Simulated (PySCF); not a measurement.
# Energy and gradient calculation, with input and output: CH2AlNO

CH2AlNO, computed with B3LYP/6-31G*, RKS (PySCF 2.14.0).

The geometry comes from this level: PBE0-D4/def2-TZVP. Figures and captions count atoms from 1; the log counts them from 0 in places.

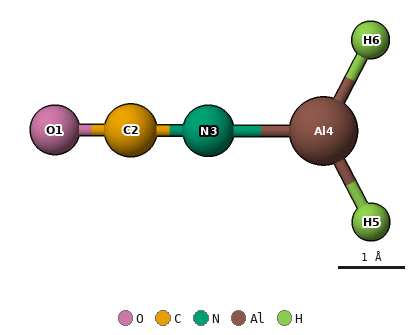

*The structure (ball-and-stick view, seen on its broad side; atoms are numbered from 1 in the order of the input). Sticks mark near contacts.*

Bond lengths as drawn: Al–H 1.58 Å, Al–N 1.77 Å, C–N 1.20 Å and C–O 1.17 Å.

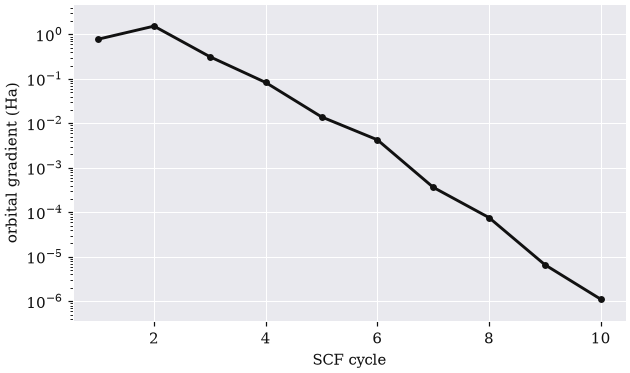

*Convergence of the self-consistent field: orbital gradient against the SCF cycle.*

The residual falls almost steadily, with no more than small rises.

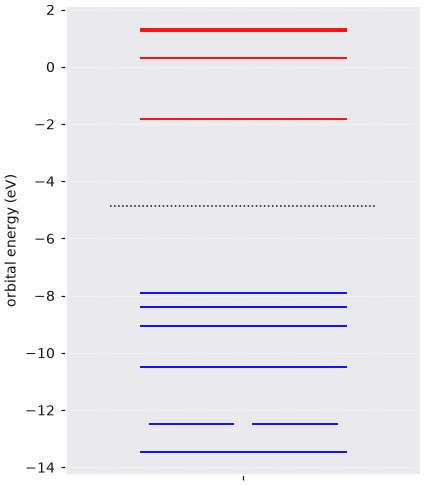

*Orbital energies near the frontier; the dotted line parts filled from empty levels, and levels within 0.02 eV of each other stand side by side.*

Highest filled −7.91 eV, lowest empty −1.83 eV, 6.08 eV apart.

The input and output of the run follow.

**The input (run.py)**
```python
from pyscf import gto, dft

molecule = gto.M(
    atom='''
O    1.702300  -2.146700   0.966300
C    1.019700  -1.287700   0.572500
N    0.319600  -0.406900   0.168300
Al  -0.716100   0.900800  -0.422500
H   -1.263800   0.785800  -1.894800
H   -1.019700   2.090500   0.564100
''',
    verbose=4,
    spin=0,
    cart=True,
    max_memory=1860,
    basis='6-31g*',
)

mf = dft.RKS(molecule, xc='b3lyp')
mf.conv_tol = 1e-10
mf.grids.level = 5
mf.kernel()
if not mf.converged:
    mf = mf.newton().run(mf.mo_coeff, mf.mo_occ)

etot = mf.e_tot
print('E(%s) = %.9f' % ('B3LYP', etot))
grad = mf.nuc_grad_method().kernel()
dip = mf.dip_moment()
pop, q = mf.mulliken_pop()
```

Command:
```bash
OMP_NUM_THREADS=1 python run.py
```

**The program's output**
```
PySCF version 2.14.0

[INPUT] num. atoms = 6
[INPUT] num. electrons = 36
[INPUT] charge = 0
[INPUT] spin (= nelec alpha-beta = 2S) = 0
[INPUT] symmetry False subgroup None
[INPUT] Mole.unit = angstrom
[INPUT] Cartesian GTO integrals (6d 10f)
[INPUT] Symbol           X                Y                Z      unit          X                Y                Z       unit  Magmom
[INPUT]  1 O      1.702300000000  -2.146700000000   0.966300000000 AA    3.216880781847  -4.056675071604   1.826042354167 Bohr   0.0
[INPUT]  2 C      1.019700000000  -1.287700000000   0.572500000000 AA    1.926953729219  -2.433400330602   1.081868206313 Bohr   0.0
[INPUT]  3 N      0.319600000000  -0.406900000000   0.168300000000 AA    0.603956469411  -0.768929560086   0.318040906764 Bohr   0.0
[INPUT]  4 Al    -0.716100000000   0.900800000000  -0.422500000000 AA   -1.353232877801   1.702265293008  -0.798409287629 Bohr   0.0
[INPUT]  5 H     -1.263800000000   0.785800000000  -1.894800000000 AA   -2.388235876225   1.484946788683  -3.580653060826 Bohr   0.0
[INPUT]  6 H     -1.019700000000   2.090500000000   0.564100000000 AA   -1.926953729219   3.950472463403   1.065994506867 Bohr   0.0

nuclear repulsion = 122.180458427581
number of shells = 30
number of NR pGTOs = 144
number of NR cGTOs = 68
basis = 6-31g*
ecp = {}

******** <class 'pyscf.dft.rks.RKS'> ********
method = RKS
initial guess = minao
damping factor = 0
level_shift factor = 0
DIIS = <class 'pyscf.scf.diis.CDIIS'>
diis_start_cycle = 1
diis_space = 8
diis_damp = 0
SCF conv_tol = 1e-10
SCF conv_tol_grad = None
SCF max_cycles = 50
direct_scf = True
direct_scf_tol = 1e-13
XC library pyscf.dft.libxc version 7.0.0
    S. Lehtola, C. Steigemann, M. J.T. Oliveira, and M. A.L. Marques.,  SoftwareX 7, 1–5 (2018)
XC functionals = b3lyp
    P. J. Stephens, F. J. Devlin, C. F. Chabalowski, and M. J. Frisch.,  J. Phys. Chem. 98, 11623 (1994)
radial grids:
    Treutler-Ahlrichs [JCP 102, 346 (1995); DOI:10.1063/1.469408] (M4) radial grids

becke partition: Becke, JCP 88, 2547 (1988); DOI:10.1063/1.454033
pruning grids: <function nwchem_prune>
grids dens level: 5
symmetrized grids: False
atomic radii adjust function: <function treutler_atomic_radii_adjust>
small_rho_cutoff = 0
Set gradient conv threshold to 1e-05
Initial guess from minao.
tot grids = 218200
init E= -412.174457375678
  HOMO = -0.321655568620725  LUMO = -0.0825437664304403  gap/eV = 6.50656
cycle= 1 E= -411.638593121355  delta_E= 0.536  |g|= 0.783  |ddm|= 2.83
  HOMO = -0.205706423745926  LUMO = -0.0711485238199208  gap/eV = 3.66151
cycle= 2 E= -411.305638014574  delta_E= 0.333  |g|= 1.54  |ddm|= 1.61
  HOMO = -0.276170141889678  LUMO = -0.0626549858067582  gap/eV = 5.81004
cycle= 3 E= -411.734518765413  delta_E= -0.429  |g|= 0.316  |ddm|= 1.18
  HOMO = -0.291578563806693  LUMO = -0.0685122877406545  gap/eV = 6.06994
cycle= 4 E= -411.755046224156  delta_E= -0.0205  |g|= 0.0832  |ddm|= 0.273
  HOMO = -0.292105082142601  LUMO = -0.0673845326101379  gap/eV = 6.11496
cycle= 5 E= -411.756465398638  delta_E= -0.00142  |g|= 0.014  |ddm|= 0.0682
  HOMO = -0.290642184908113  LUMO = -0.0676815867920171  gap/eV = 6.06707
cycle= 6 E= -411.756511419504  delta_E= -4.6e-05  |g|= 0.00427  |ddm|= 0.0174
  HOMO = -0.290793052732745  LUMO = -0.0674481835090113  gap/eV = 6.07752
cycle= 7 E= -411.75651654471  delta_E= -5.13e-06  |g|= 0.000365  |ddm|= 0.00431
  HOMO = -0.290765632376611  LUMO = -0.0674003852324683  gap/eV = 6.07808
cycle= 8 E= -411.756516586938  delta_E= -4.22e-08  |g|= 7.59e-05  |ddm|= 0.000608
  HOMO = -0.29077580940682  LUMO = -0.0674116215794669  gap/eV = 6.07805
cycle= 9 E= -411.756516588696  delta_E= -1.76e-09  |g|= 6.62e-06  |ddm|= 0.000108
  HOMO = -0.290774880758386  LUMO = -0.0674108785188423  gap/eV = 6.07804
cycle= 10 E= -411.756516588708  delta_E= -1.16e-11  |g|= 1.11e-06  |ddm|= 7.54e-06
  HOMO = -0.290774713041323  LUMO = -0.0674109128532256  gap/eV = 6.07804
Extra cycle  E= -411.756516588709  delta_E= -1.14e-12  |g|= 1.79e-06  |ddm|= 2.72e-06
converged SCF energy = -411.756516588709
E(B3LYP) = -411.756516589

******** <class 'pyscf.grad.rks.Gradients'> for <class 'pyscf.dft.rks.RKS'> ********
unit = Eh/Bohr
grid_response = False
--------------- RKS gradients ---------------
         x                y                z
0 O    -0.0150714209     0.0189748268    -0.0086846438
1 C     0.0033869761    -0.0042671324     0.0019453019
2 N     0.0074809287    -0.0094080542     0.0043194841
3 Al     0.0034399238    -0.0043285013     0.0019794895
4 H     0.0004577882    -0.0000754340     0.0009860865
5 H     0.0003066362    -0.0008948858    -0.0005526527
----------------------------------------------
Dipole moment(X, Y, Z, Debye): -1.12838,  1.42335, -0.64609
 ** Mulliken pop  **
pop of  0  O 1s           1.99233
pop of  0  O 2s           0.91705
pop of  0  O 3s           0.98777
pop of  0  O 2px          0.95233
pop of  0  O 2py          0.94841
pop of  0  O 2pz          0.97682
pop of  0  O 3px          0.53361
pop of  0  O 3py          0.50352
pop of  0  O 3pz          0.57764
pop of  0  O 3dxx        -0.00440
pop of  0  O 3dxy         0.00857
pop of  0  O 3dxz         0.00486
pop of  0  O 3dyy        -0.00211
pop of  0  O 3dyz         0.00698
pop of  0  O 3dzz        -0.00802
pop of  1  C 1s           1.99248
pop of  1  C 2s           0.74207
pop of  1  C 3s           0.18258
pop of  1  C 2px          0.65539
pop of  1  C 2py          0.71293
pop of  1  C 2pz          0.60404
pop of  1  C 3px          0.15429
pop of  1  C 3py          0.10279
pop of  1  C 3pz          0.21940
pop of  1  C 3dxx        -0.00128
pop of  1  C 3dxy         0.01894
pop of  1  C 3dxz         0.01668
pop of  1  C 3dyy         0.01215
pop of  1  C 3dyz         0.02300
pop of  1  C 3dzz        -0.02159
pop of  2  N 1s           1.99190
pop of  2  N 2s           0.77432
pop of  2  N 3s           0.83907
pop of  2  N 2px          0.83211
pop of  2  N 2py          0.84010
pop of  2  N 2pz          0.84596
pop of  2  N 3px          0.45304
pop of  2  N 3py          0.34941
pop of  2  N 3pz          0.54926
pop of  2  N 3dxx        -0.00303
pop of  2  N 3dxy         0.00565
pop of  2  N 3dxz         0.00296
pop of  2  N 3dyy         0.00564
pop of  2  N 3dyz         0.00403
pop of  2  N 3dzz        -0.01400
pop of  3 Al 1s           1.99890
pop of  3 Al 2s           1.99066
pop of  3 Al 3s           0.94054
pop of  3 Al 4s           0.16231
pop of  3 Al 2px          1.98674
pop of  3 Al 2py          1.98850
pop of  3 Al 2pz          1.98933
pop of  3 Al 3px          0.22556
pop of  3 Al 3py          0.41800
pop of  3 Al 3pz          0.54732
pop of  3 Al 4px          0.02532
pop of  3 Al 4py          0.03792
pop of  3 Al 4pz          0.10153
pop of  3 Al 3dxx        -0.03737
pop of  3 Al 3dxy         0.03744
pop of  3 Al 3dxz         0.02841
pop of  3 Al 3dyy         0.00304
pop of  3 Al 3dyz         0.05291
pop of  3 Al 3dzz         0.02711
pop of  4  H 1s           0.49214
pop of  4  H 2s           0.60295
pop of  5  H 1s           0.49213
pop of  5  H 2s           0.60297
 ** Mulliken atomic charges  **
charge of    0O =     -0.39537
charge of    1C =      0.58612
charge of    2N =     -0.47642
charge of    3Al =      0.47586
charge of    4H =     -0.09509
charge of    5H =     -0.09511
```

**Key numbers**

- outcome: converged
- total energy: −411.756517 hartree
- basis functions: 68
- largest force: 1.324 eV/Å
- HOMO: −7.91 eV
- LUMO: −1.83 eV
- dipole moment: 1.93 D
- hardware: 1 thread of Intel Xeon @ 2.50GHz (Skylake/Cascade Lake), 189 GiB of memory available, shared host
- wall time: 39 s
- peak memory: 0.67 GiB
